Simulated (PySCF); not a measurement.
Run report: C$_{5}$H$_{12}$NPSi$_{2}$, NMR shielding calculation

The run: NMR shielding calculation of C$_{5}$H$_{12}$NPSi$_{2}$, SMILES C#CCP(C=C)N([SiH3])[SiH3]. Method and program: GIAO PBE0/pcSseg-1 NMR shielding, non-relativistic, IEF-PCM acetonitrile (PySCF 2.14.0).

The geometry comes from this level: PBE0-D3(BJ)/def2-SVP. It belongs to a series of runs on one base structure; here: solvent acetonitrile. Figures and captions count atoms from 1; the log counts them from 0 in places.

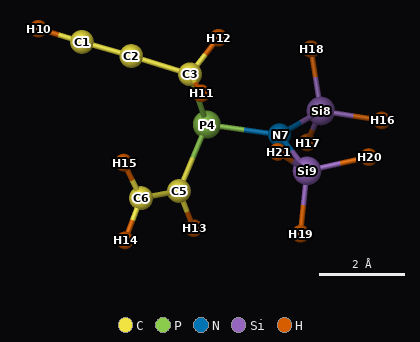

Fig. 1: The input geometry (ball-and-stick view, seen at a tilt; atoms are numbered from 1 in the order of the input).

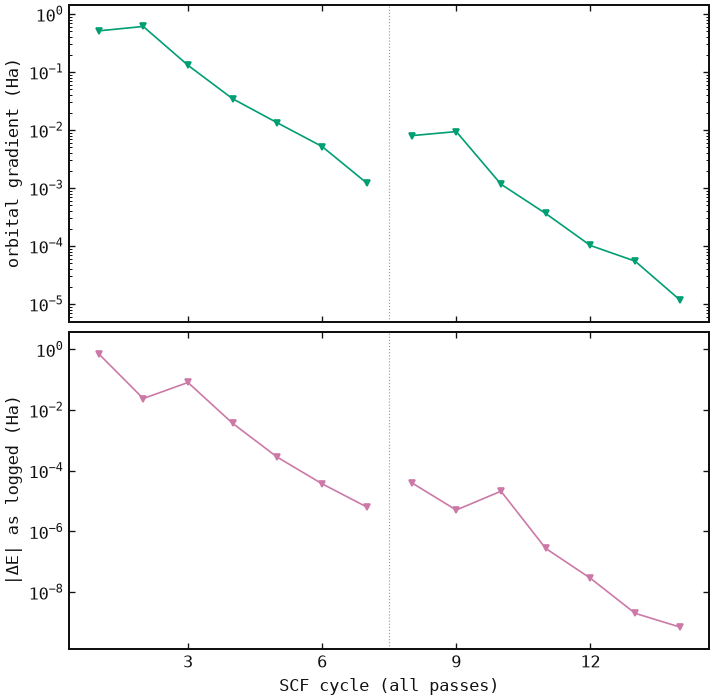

Fig. 2: Convergence of the self-consistent field: orbital gradient and size of the energy change against the SCF cycle. The dotted line marks the change from a coarse to the final integration grid. The first 7 cycles use a coarse grid, the final grid takes over at cycle 8, and the field converges after 14 cycles in all.

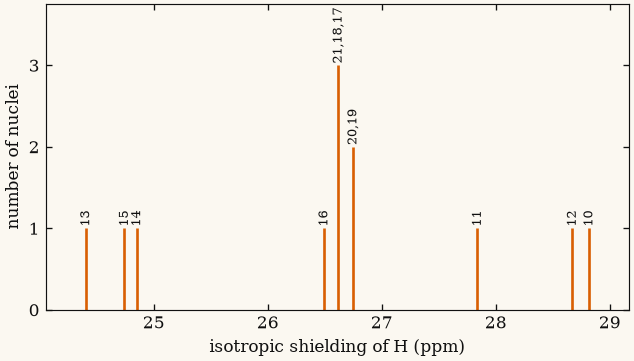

Fig. 3: Isotropic shieldings of the hydrogen nuclei in this fixed geometry, labelled by atom number; shielding grows to the right, so chemical shift grows to the left. The least shielded is H13 (24.4 ppm), the most shielded H10 (28.8 ppm).

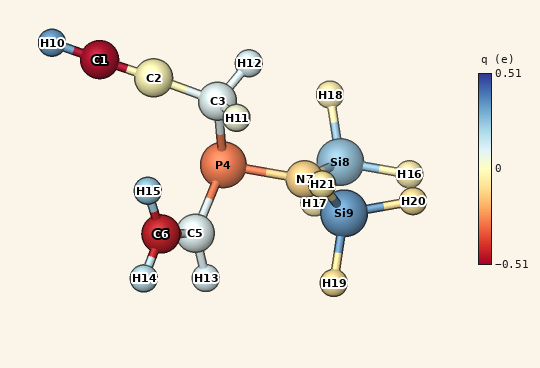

Fig. 4: ESP-fitted charges, as the colour of each atom (ball-and-stick view, seen at a tilt; atoms are numbered from 1 in the order of the input). By element: C −0.49 to +0.09, P −0.29, N −0.13, Si +0.28 to +0.34 and H −0.09 to +0.34 e.

The input that produced these results follows, with the program's output.

**The input**
```
{"job": {"kind": "nmr", "xc": "PBE0", "basis": "pcSseg-1", "solvent": "acetonitrile", "pop": true}, "charge": 0, "multiplicity": 1}
C      3.723092    -1.056612     0.676368
C      2.531819    -0.883575     0.813344
C      1.103454    -0.666960     0.929991
P      0.285917    -0.412182    -0.735506
C      0.679300     1.330256    -1.075844
C      1.639478     2.075741    -0.519289
N     -1.391580    -0.281680    -0.270025
Si    -2.395652    -1.563760    -0.938257
Si    -2.014243     1.079557     0.655945
H      4.778828    -1.222599     0.566771
H      0.882107     0.179701     1.601579
H      0.614177    -1.559899     1.354235
H      0.083901     1.749938    -1.897593
H      1.828043     3.096761    -0.865111
H      2.285847     1.701433     0.280181
H     -3.785832    -1.361361    -0.433018
H     -2.404712    -1.530718    -2.431795
H     -1.897941    -2.903889    -0.501959
H     -2.191415     2.304759    -0.181236
H     -3.340155     0.687219     1.217509
H     -1.085188     1.413467     1.775786
```

The first line tells a small driver script what to run in PySCF; the rest is the geometry in Å.

Command:
```bash
OMP_NUM_THREADS=1 python <driver script> task.json out
```

**The program's output**
```
coarse grid: 18808 points
cycle   1  E = -1171.9215096080  dE =  7.228e-01  |g| = 5.124e-01  |ddm| = 4.405e+00
cycle   2  E = -1171.8976400209  dE =  2.387e-02  |g| = 6.103e-01  |ddm| = 1.033e+00
cycle   3  E = -1171.9784669743  dE = -8.083e-02  |g| = 1.308e-01  |ddm| = 5.868e-01
cycle   4  E = -1171.9820937538  dE = -3.627e-03  |g| = 3.458e-02  |ddm| = 1.501e-01
cycle   5  E = -1171.9823715396  dE = -2.778e-04  |g| = 1.329e-02  |ddm| = 4.202e-02
cycle   6  E = -1171.9824084995  dE = -3.696e-05  |g| = 5.198e-03  |ddm| = 1.296e-02
cycle   7  E = -1171.9824148541  dE = -6.355e-06  |g| = 1.215e-03  |ddm| = 4.674e-03
final grid: 167280 points
cycle   8  E = -1172.0358092199  dE = -4.030e-05  |g| = 7.995e-03  |ddm| = 5.452e-02
cycle   9  E = -1172.0358041635  dE =  5.056e-06  |g| = 9.398e-03  |ddm| = 1.524e-02
cycle  10  E = -1172.0358252569  dE = -2.109e-05  |g| = 1.164e-03  |ddm| = 8.047e-03
cycle  11  E = -1172.0358255320  dE = -2.751e-07  |g| = 3.639e-04  |ddm| = 1.277e-03
cycle  12  E = -1172.0358255606  dE = -2.857e-08  |g| = 1.021e-04  |ddm| = 4.098e-04
cycle  13  E = -1172.0358255626  dE = -1.991e-09  |g| = 5.484e-05  |ddm| = 1.284e-04
cycle  14  E = -1172.0358255633  dE = -7.039e-10  |g| = 1.178e-05  |ddm| = 4.899e-05
converged SCF energy = -1172.0358255633

GIAO shielding tensors (ppm)
atom      isotropic    diamagn.    paramagn.     s11        s22        s33       span
  0 C      105.692     257.666    -151.974     32.420     36.164    248.492    216.073
  1 C      101.059     260.722    -159.663      1.931      4.901    296.344    294.413
  2 C      165.670     256.662     -90.992    141.923    171.652    183.436     41.513
  3 P      282.289     968.152    -685.863    237.843    259.408    349.617    111.773
  4 C       37.311     265.513    -228.202    -78.303     38.077    152.159    230.462
  5 C       48.529     255.736    -207.207    -68.220     43.586    170.221    238.441
  6 N      259.222     333.153     -73.931    220.663    272.997    284.007     63.344
  7 Si     392.893     879.004    -486.111    350.524    360.574    467.583    117.059
  8 Si     406.470     880.192    -473.722    369.421    386.138    463.850     94.429
  9 H       28.817      32.827      -4.010     23.472     23.656     39.322     15.850
 10 H       27.838      31.939      -4.100     22.590     28.482     32.443      9.853
 11 H       28.671      30.108      -1.437     23.111     29.012     33.889     10.778
 12 H       24.403      32.473      -8.070     21.807     24.340     27.063      5.256
 13 H       24.850      28.464      -3.614     22.227     23.890     28.432      6.205
 14 H       24.743      32.138      -7.396     21.648     23.377     29.202      7.554
 15 H       26.492      28.368      -1.876     22.769     25.150     31.558      8.790
 16 H       26.641      28.241      -1.600     22.872     24.884     32.167      9.295
 17 H       26.624      28.528      -1.904     22.525     25.374     31.974      9.449
 18 H       26.770      29.653      -2.883     22.977     24.982     32.350      9.373
 19 H       26.723      29.527      -2.804     23.079     25.199     31.891      8.812
 20 H       26.586      30.390      -3.804     22.271     26.630     30.856      8.584
```

**Results in brief**

| quantity | value |
| --- | --- |
| outcome | converged |
| total energy | −1172.035826 hartree |
| HOMO | −6.75 eV |
| LUMO | −0.84 eV |
| dipole moment | 1.74 D |
| isotropic shielding, C | 37.3 to 165.7 ppm |
| isotropic shielding, P | 282.3 ppm |
| isotropic shielding, N | 259.2 ppm |
| isotropic shielding, Si | 392.9 to 406.5 ppm |
| isotropic shielding, H | 24.4 to 28.8 ppm |
| hardware | 1 CPU thread, shared host |
| wall time | 42 s |
| peak memory | 1.3 GiB |
